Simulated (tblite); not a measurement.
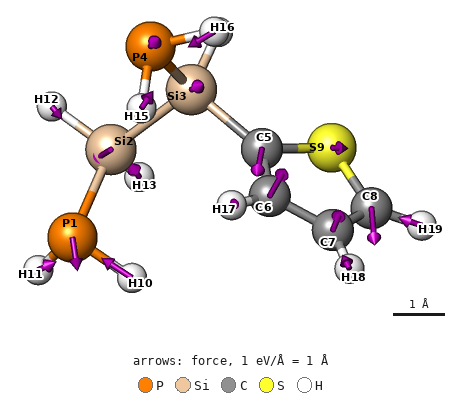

Starting geometry of C4H10P2SSi2 with the computed forces as purple arrows. Style: ball-and-stick. Shown at a tilt.

Level of theory: tblite, GFN2-xTB geometry optimisation, gas phase. 

Q: What follows when this structure is relaxed?

A: It isn't relaxed: the largest force vector, on a C atom, is 1.11 eV/Å. The final displacements have little in common with the starting forces (cosine between the two patterns 0.18). The atom that moves furthest after the best rigid fit is an H atom (0.68 Å). By element the largest moves are H 0.68 Å, P 0.30 Å, S 0.15 Å, C 0.14 Å, Si 0.09 Å. Some distances before and after: Si–Si 2.290 → 2.342 Å, H–P 1.425 → 1.383 Å, H–Si 1.503 → 1.469 Å, C–C 1.396 → 1.366 Å. Among the angles between lasting bonds that change: Si–C–S 115.8° → 121.7°, P–Si–Si 112.3° → 106.9°, Si–C–C 133.1° → 127.9°. Groups turn about P–Si by about 30°. Over 96 geometry steps the energy falls by 21.0 kJ/mol.
